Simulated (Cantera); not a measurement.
Charge: 1 mol B₂H₆, 10 mol H₂, at 0.000510 bar.

These are equilibrium values from Cantera (NASA tables, ideal gas, pure condensed phases), not measurements of a reactor. Candidate condensed phases: B; 7 gas species. The feed counts by its element totals alone. The tables' values for BH₂ are old estimates; treat these amounts as uncertain. Rates play no part.

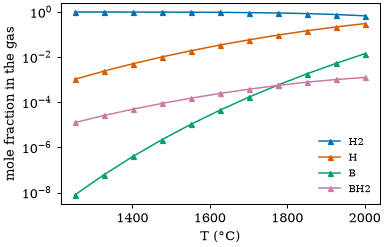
Equilibrium gas composition (values under 1e-9 drawn at 1e-9)

From 1252 °C to 2002 °C the condensed part is B(s).
